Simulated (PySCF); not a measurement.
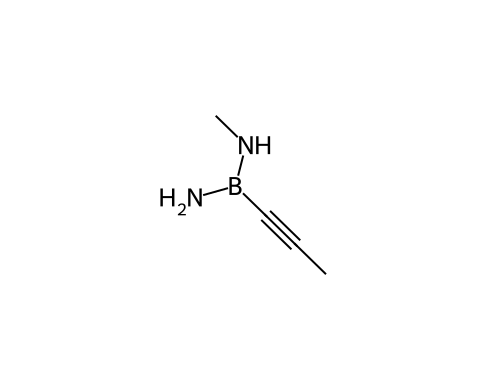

Structural formula above. Computed geometry: PBE0-D3(BJ)/def2-SVP optimisation. No frequency run is at hand to confirm it as a minimum.

Describe the 3D structure.

The molecule is C4H9BN2. Its SMILES string is `CC#CB(N)NC`. It has no ring. Among its groups: alkyne. The point group is C1. Coordination: 2 C tetrahedral; 2 C linear; 1 B trigonal planar; 2 N trigonal planar.

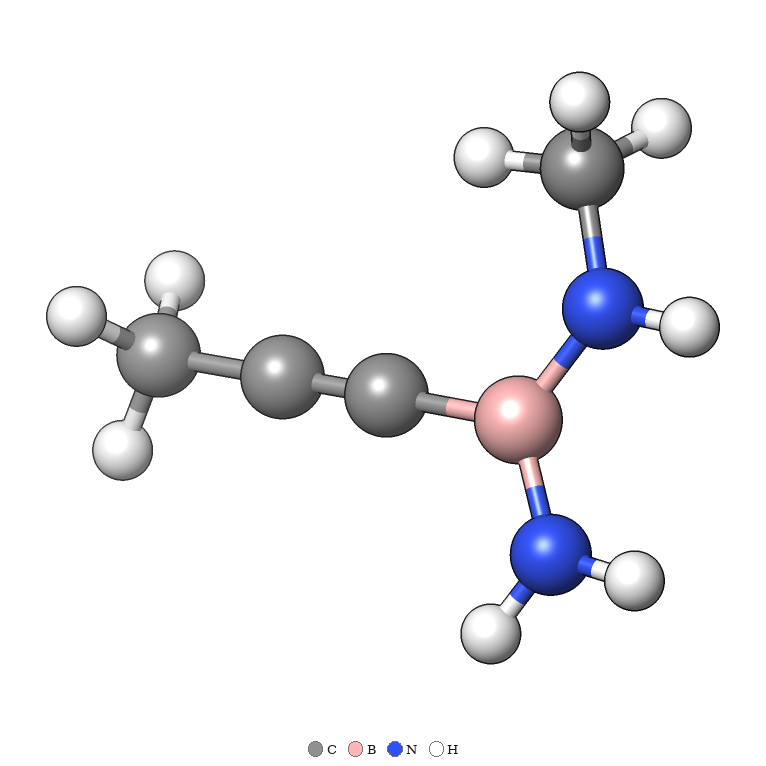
